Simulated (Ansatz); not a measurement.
**ClGeH₇Si₂: basis-set convergence**

Aim: see how fast density functionals converge with the basis set for ClGeH₇Si₂.

Program: Ansatz 0.2.0, Gaussian basis. Level of theory: one geometry, several basis sets. These are calculated values, not measurements.

The runs, in order: PBE0-D4/def2-SVP; ωB97M-V/def2-SVP; PBE0-D4/def2-QZVPP; ωB97M-V/def2-QZVPP; the functionals' def2-TZVPP values are taken from earlier runs.

## 1. The relaxed structure

All runs share one geometry, relaxed beforehand with PBE0-D4 in a triple-zeta def2 set.

SMILES `[SiH3][GeH2][SiH2]Cl`, 11 atoms, charge 0, spin multiplicity 1.

Atoms are counted from 1 here; the program's logs count them from 0.

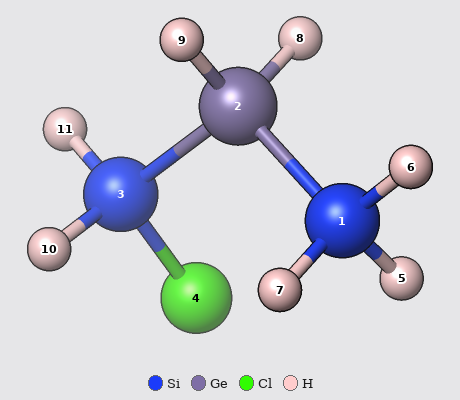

The geometry (silicon blue, germanium purple, chlorine green, hydrogen pink); atoms are numbered from 1 in the order of the file.

## 2. PBE0-D4 in def2-SVP

in.yaml

```yaml
crystal:
  periodic: [false, false, false]
  atoms:
    - {symbol: Si, position_ang: [-1.289874, 1.422994, 0.428169]}
    - {symbol: Ge, position_ang: [0.066175, -0.466446, 0.927819]}
    - {symbol: Si, position_ang: [1.342903, -1.065958, -0.985283]}
    - {symbol: Cl, position_ang: [0.064630, -1.208903, -2.600739]}
    - {symbol: H, position_ang: [-2.276895, 1.064421, -0.621478]}
    - {symbol: H, position_ang: [-2.011602, 1.878604, 1.645147]}
    - {symbol: H, position_ang: [-0.429185, 2.529192, -0.066796]}
    - {symbol: H, position_ang: [-0.807674, -1.662562, 1.344950]}
    - {symbol: H, position_ang: [1.028824, -0.151824, 2.089300]}
    - {symbol: H, position_ang: [2.349632, -0.022497, -1.302675]}
    - {symbol: H, position_ang: [2.028263, -2.373921, -0.837813]}
basis:
  gaussian: {orbitals: def2-SVP}
hamiltonian: {xc: pbe0, dispersion: d4}
output: {orbitals: {seedname: orbitals}}
```

Run with:

```console
> ansatz run in.yaml --threads 4 --pin off --events-out ev --progress --plain --max-ram 10444MiB
```

Output:

```text
Functional definition: PBE0
  name "PBE0"
  cite "Adamo & Barone, J. Chem. Phys. 110, 6158 (1999) doi:10.1063/1.478522"
  cite "Perdew, Burke & Ernzerhof, Phys. Rev. Lett. 77, 3865 (1996) doi:10.1103/PhysRevLett.77.3865"
  parent pbe
  parameter a = 0.25
  parameter kappa = 0.804
  parameter beta = 0.06672455060314922
  exchange = (1 - a)*pbe_x(kappa = kappa, mu = beta*pi^2/3) + a*exact_x
  correlation = pbe_c(beta = beta)
1167 factors; integrals over basis functions are off by at most 1.5e-3 eV
mean field evaluation 1: about -84876.9908 eV, gradient 1.5e1 eV
mean field evaluation 2: about -84877.2469 eV, gradient 1.2e1 eV
mean field evaluation 4: about -84877.4340 eV, gradient 2.5e-1 eV
mean field evaluation 8: about -84877.4708 eV, gradient 4.5e-2 eV
mean field -84877.47083866 eV, -3119.1895213047 hartree, gradient 8.4e-5 eV, S^2 0.000000; 0 other end points of the search recorded, 0 dependent functions left out
reference -84877.47086985 eV, -3119.1895224509 hartree; 42, 42 occupied and 79, 79 virtual orbitals, 1167 factors
Total energy: -84877.72764326 eV, -3119.1989586997 hartree
```

Wall time 1.6 s (4 threads of Arm Neoverse V2, shared host); peak memory 0.29 GiB.

## 3. ωB97M-V in def2-SVP

in.yaml: that of step 2 with these lines changed.

```diff
@@ -16,3 +16,3 @@
   gaussian: {orbitals: def2-SVP}
-hamiltonian: {xc: pbe0, dispersion: d4}
+hamiltonian: {xc: {name: wB97M-V}}
 output: {orbitals: {seedname: orbitals}}
```

Launched as before.

Output, shortened:

```text
Functional definition: wB97M-V
  name "wB97M-V"
  cite "Mardirossian & Head-Gordon, J. Chem. Phys. 144, 214110 (2016) doi:10.1063/1.4952647"
  cite "Becke, J. Chem. Phys. 107, 8554 (1997) doi:10.1063/1.475007"
  cite "Vydrov & Van Voorhis, J. Chem. Phys. 133, 244103 (2010) doi:10.1063/1.3521275"
  # Of w^i u^j: cxij and so on, Table III.
[...]
  gx(w, u) = 1 - cx + cx01*u + cx10*w
  gss(w, u) = css00 + css04*u^4 + css10*w + css20*w^2 + css43*w^4*u^3
  gos(w, u) = cos00 + cos10*w + (cos20 + cos21*u)*w^2 + (cos60 + cos61*u)*w^6
[...]
      + integral(e_c_pw_mod_opposite_spin*gos(b97_w_opposite, b97_u_opposite)) + vv10(b, c)
1167 factors; integrals over basis functions are off by at most 1.5e-3 eV
393 factors; integrals over basis functions are off by at most 4.9e-6 eV
[...]
mean field -84889.90863067 eV, -3119.6466017306 hartree, gradient 1.7e-5 eV, S^2 0.000000; 0 other end points of the search recorded, 0 dependent functions left out
reference -84889.90867956 eV, -3119.6466035270 hartree; 42, 42 occupied and 79, 79 virtual orbitals, 1167 factors
Total energy: -84889.90867956 eV, -3119.6466035270 hartree
```

Wall time 7 s (4 threads of Arm Neoverse V2, shared host); peak memory 0.44 GiB.

## 4. PBE0-D4 in def2-QZVPP

in.yaml: that of step 3 with these lines changed.

```diff
@@ -15,4 +15,4 @@
 basis:
-  gaussian: {orbitals: def2-SVP}
-hamiltonian: {xc: {name: wB97M-V}}
+  gaussian: {orbitals: "def2-QZVPP.json"}
+hamiltonian: {xc: pbe0, dispersion: d4}
 output: {orbitals: {seedname: orbitals}}
```

Same command.

Output:

```text
Functional definition: PBE0
  name "PBE0"
  cite "Adamo & Barone, J. Chem. Phys. 110, 6158 (1999) doi:10.1063/1.478522"
  cite "Perdew, Burke & Ernzerhof, Phys. Rev. Lett. 77, 3865 (1996) doi:10.1103/PhysRevLett.77.3865"
  parent pbe
  parameter a = 0.25
  parameter kappa = 0.804
  parameter beta = 0.06672455060314922
  exchange = (1 - a)*pbe_x(kappa = kappa, mu = beta*pi^2/3) + a*exact_x
  correlation = pbe_c(beta = beta)
2122 factors; their error is unknown
mean field evaluation 1: about -84895.7381 eV, gradient 2.0e1 eV
mean field evaluation 2: about -84896.2494 eV, gradient 1.7e1 eV
mean field evaluation 4: about -84896.5059 eV, gradient 9.7e-1 eV
mean field evaluation 8: about -84896.6668 eV, gradient 4.3e-1 eV
mean field -84896.66683197 eV, -3119.8949610472 hartree, gradient 5.6e-5 eV, S^2 0.000000; 0 other end points of the search recorded, 0 dependent functions left out
reference -84896.66688154 eV, -3119.8949628690 hartree; 42, 42 occupied and 467, 467 virtual orbitals, 2122 factors
Total energy: -84896.92365495 eV, -3119.9043991178 hartree
```

Wall time 15 s (4 threads of Arm Neoverse V2, shared host); peak memory 2.6 GiB.

## 5. ωB97M-V in def2-QZVPP

in.yaml: that of step 4 with these lines changed.

```diff
@@ -16,3 +16,3 @@
   gaussian: {orbitals: "def2-QZVPP.json"}
-hamiltonian: {xc: pbe0, dispersion: d4}
+hamiltonian: {xc: {name: wB97M-V}}
 output: {orbitals: {seedname: orbitals}}
```

The command is unchanged.

Output, shortened:

```text
Functional definition: wB97M-V
  name "wB97M-V"
  cite "Mardirossian & Head-Gordon, J. Chem. Phys. 144, 214110 (2016) doi:10.1063/1.4952647"
  cite "Becke, J. Chem. Phys. 107, 8554 (1997) doi:10.1063/1.475007"
  cite "Vydrov & Van Voorhis, J. Chem. Phys. 133, 244103 (2010) doi:10.1063/1.3521275"
  # Of w^i u^j: cxij and so on, Table III.
[...]
  gx(w, u) = 1 - cx + cx01*u + cx10*w
  gss(w, u) = css00 + css04*u^4 + css10*w + css20*w^2 + css43*w^4*u^3
  gos(w, u) = cos00 + cos10*w + (cos20 + cos21*u)*w^2 + (cos60 + cos61*u)*w^6
[...]
      + integral(e_c_pw_mod_opposite_spin*gos(b97_w_opposite, b97_u_opposite)) + vv10(b, c)
2054 factors; their error is unknown
436 factors; integrals over basis functions are off by at most 2.0e-5 eV
[...]
mean field -84909.03922768 eV, -3120.3496382035 hartree, gradient 3.4e-5 eV, S^2 0.000000; 0 other end points of the search recorded, 0 dependent functions left out
reference -84909.03930636 eV, -3120.3496410947 hartree; 42, 42 occupied and 467, 467 virtual orbitals, 2054 factors
Total energy: -84909.03930636 eV, -3120.3496410947 hartree
```

It took 30 s on 4 threads of Arm Neoverse V2, shared host; peak memory 3 GiB.

## 6. Density functionals: the series

The def2-TZVPP values come from earlier runs at the same geometry.

| functional | basis | functions | energy (eV) | from the largest (eV) | HOMO (eV) | LUMO (eV) |
| --- | --- | --- | --- | --- | --- | --- |
| PBE0-D4 | def2-SVP | 121 | -84877.7276 | 19.196 | -7.92 | -0.32 |
| PBE0-D4 | def2-TZVPP | 272 | -84894.8011 | 2.123 | -7.92 | -0.54 |
| PBE0-D4 | def2-QZVPP | 509 | -84896.9237 | 0.000 | -7.93 | -0.64 |
| ωB97M-V | def2-SVP | 121 | -84889.9087 | 19.131 | -9.86 | 1.58 |
| ωB97M-V | def2-TZVPP | 272 | -84906.9976 | 2.042 | -9.90 | 1.22 |
| ωB97M-V | def2-QZVPP | 509 | -84909.0393 | 0.000 | -9.90 | 0.94 |

## 7. What came out

| quantity | value |
| --- | --- |
| PBE0-D4: double and triple zeta above quadruple | 19.20, 2.12 eV |
| ωB97M-V: double and triple zeta above quadruple | 19.13, 2.04 eV |

What this shows: PBE0-D4 gains 17.07 eV from double to triple zeta, then 2.12 eV more. These are total energies; as a rule much of such shifts cancels in differences, which this series doesn't test. The LUMO of ωB97M-V is positive and keeps falling with the basis (1.58 to 0.94 eV): an unbound level that the basis holds in place.

For PBE0-D4 the largest set took about 9 times as long as the smallest (15 s against 1.6 s).
